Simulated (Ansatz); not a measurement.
# AgGeF3 (model cell, started as cubic perovskite with Ge in the octahedra): following an unstable mode, part 4 of 4

Wanted: the energy along a soft mode of AgGeF3 (model cell, started as cubic perovskite with Ge in the octahedra) and the structure at the end.

Ansatz 0.2.0; DFT PBEsol, scalar-relativistic, plane waves, PAW; PAW set soft_1.

So far. Step 5 (Energy along the mode, all amplitudes (two of the runs …): The lowest of the steps tried is at 0.22 Å, 7.19 meV/atom below the parent; the bottom of the well need not coincide with a step. Step 7 (The new phase in its own primitive cell): The largest force component left is 0.35 meV/Å and the pressure is 0.004 GPa, within the tolerances set. The cell now holds 16.05 Å³/atom. The relaxed cell has a, b, c = 8.077, 4.742, 8.382 Å (conventional setting).

The structure was built from a prototype and need not be the compound's stable phase.

### Step 8. Modes of the new phase, k-mesh 6×6×4, occupations fixed (continued)

Optical modes at the zone centre, without and with the macroscopic field of the longitudinal modes; each column is sorted by frequency, so a row need not hold one and the same mode. Modes with and without the field, by row:

```
rank among optical modes  no field (cm⁻¹)  q along (1, 0, 0) (cm⁻¹)  q along (0, 1, 0) (cm⁻¹)  q along (0, 0, 1) (cm⁻¹)
                       1           -133.4                    -133.4                    -133.4                     -99.8
                       2            -99.8                     -99.8                     -99.8                     -98.2
                       3              -76                       -76                       -76                     -37.3
                       4            -37.3                     -17.2                     -37.3                     -17.2
                       5            -17.2                      19.5                     -17.2                        19
                       6             31.6                      31.6                      31.6                      31.6
                       7             45.6                      45.6                      45.6                      45.6
                       8             68.3                      68.3                      68.3                      76.3
                       9             76.3                      76.3                      76.3                      84.5
                      10             84.5                      84.5                      95.2                     127.3
                      11            127.3                     129.1                     127.3                     139.6
                      12            139.6                     139.6                     139.6                     143.1
                      13            143.1                     143.1                     143.1                     151.2
                      14            151.2                     151.2                     151.2                     155.7
                      15            155.7                     175.3                     155.7                       160
                      16            178.1                     178.1                     178.1                     219.8
                      17            219.8                     219.8                     219.8                     238.7
                      18            238.7                     238.7                     238.7                     249.6
                      19            249.6                     249.6                     249.6                     262.3
                      20            262.3                     262.3                     262.3                     284.8
                      21            284.8                     284.8                     309.7                     309.2
                      22            309.7                     309.7                     316.6                     340.7
                      23            350.8                     350.8                     353.6                     350.8
                      24            469.6                     469.6                     469.6                     469.6
                      25            469.9                     514.6                     469.9                     469.9
                      26            514.6                     515.7                     514.6                     514.6
                      27            515.7                       530                     567.1                     515.7
```

Born charge (rows field, columns displacement) (e), principal values of the symmetric part by kind of site:

```
atom  atoms with these values    low  middle   high   mean
 Ag1                        2   0.80    1.40   1.72   1.31
 Ge3                        2   2.25    2.70   3.33   2.76
  F5                        2  -3.69   -0.93  -0.36  -1.66
  F7                        4  -2.01   -0.88  -0.72  -1.20
```

In full for F7:

```
-1.34 -0.58  0.00
-0.54 -1.55  0.00
 0.00  0.00 -0.72
```

High-frequency dielectric tensor:

```
2.74 0.00 0.00
0.00 3.78 0.00
0.00 0.00 4.74
```

Transverse modes; imaginary modes are left out. Lines of the infrared spectrum (strongest = 100):

```
position (cm⁻¹)  lines merged  relative intensity
             32             1                 0.0
             46             1                 0.0
             68             1                  58
             76             1                 0.0
             84             1                 6.2
            127             1                 1.4
            140             1                 0.0
            143             1                 0.0
            151             1                 0.0
            156             1                  11
            178             1                  34
            220             1                 0.0
            239             1                 0.0
            250             1                 0.0
            262             1                 0.0
            285             1                  52
            310             1                 0.1
            351             1                 3.0
            470             2                  85
            515             1                 0.0
            516             1                 100
```

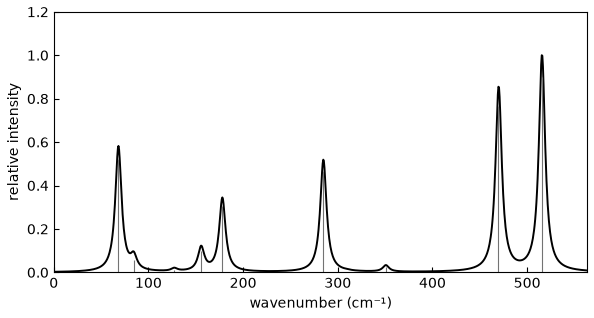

The infrared spectrum, broadened with Lorentzians of width 8 cm⁻¹; bars mark the lines.

Before it was imposed, the acoustic sum rule was missed by 5.7e-5 eV/Å² and the charge sum rule by 0.0070 e. Small misses are needed for a sound result but don't prove that mesh and cutoff are converged. The lowest optical mode is imaginary, 133.4i cm⁻¹, so the energy falls along it.

### Step 9. The phases reached

The phases reached along the modes that were followed are set side by side.

Energies are those of the first relaxation, on the mesh of the frozen mode; space group, volume and gap are those of the last relaxation. Phases, by row:

```
             mode frozen in  space group  energy from parent (meV/atom)  volume (Å³/atom)  gap on mesh (eV)  lowest zone-centre optical mode (cm⁻¹)  largest shift (Å)
                     parent        Pm-3m                              0             15.51                 0                                       –                  –
   q = (0, 0, 0), 190i cm⁻¹         P4mm                         -106.7             19.32             2.182                                  -171.5              0.906
   q = (0, 0, 0), 190i cm⁻¹          R3m                         -316.5             17.29             3.549                                    17.4              0.672
   q = (0, 0, 0), 190i cm⁻¹         Amm2                         -189.1             15.92             2.071                                  -105.6              0.746
q = (0, 0, -0.5), 186i cm⁻¹         Cmcm                         -184.7             16.05              1.85                                  -133.4              0.777
q = (0, 0, -0.5), 186i cm⁻¹         Pmma                         -33.34             16.04             0.027                                  -231.2              0.878
q = (0, 0, -0.5), 186i cm⁻¹         Cmcm                         -184.7             16.05              1.85                                  -133.4              0.778
```

### Step 10. Results

| Property | Result |
| --- | --- |
| unstable mode of the parent | q = (0, 0, -0.5), 186i cm⁻¹ |
| depth at the lowest point sampled | 7.19 meV/atom |
| largest atomic shift at that point | 0.22 Å |
| space group reached (within 0.01 Å) | Cmcm |
| energy gained over the parent (first relaxation, on the mesh of the frozen mode) | 185 meV/atom |
| volume per atom, phase reached | 16.1 Å³ |
| gap on the k-mesh, phase reached | 1.85 eV |
| lowest optical zone-centre mode, phase reached | -133 cm⁻¹ |
| highest optical mode at the zone centre (no LO-TO term), phase reached | 516 cm⁻¹ |

**Reading.** Along this mode the structure falls into Cmcm, 185 meV/atom below the parent. At the parent's cell the well is 7.194 meV/atom deep on the steps tried, with its lowest point at a shift of 0.22 Å. Relaxing atoms and cell changes the gain by +177.55 meV/atom against the lowest step (energies at zero smearing). Most of the total comes from this relaxation. The new phase still has an imaginary mode at the zone centre of its cell, so it is a saddle point on the way to a lower structure. Of the 6 patterns followed to their end from this parent, this one ends 132 meV/atom above the lowest, R3m. Each path keeps the symmetry of its pattern, so a lower phase may lie along a pattern not tried. With no gap, or one that is small against the smearing, the frequencies hang on the k mesh and the smearing, most of all near Kohn anomalies. The PAW files were made for PBE and serve the other functionals too. The starting cell was built on a prototype and not taken from a measurement, so the phase need not exist.

[Logs are printed without paths, hosts, clocks, repeated set-up lines and the standing remarks that a program may print on its own settings, such as how far it seeks lower states.]

[Hosts, paths, dates, database ids (printed as entryN), source tags and the programs' standing remarks are cut or masked in the printed files.]
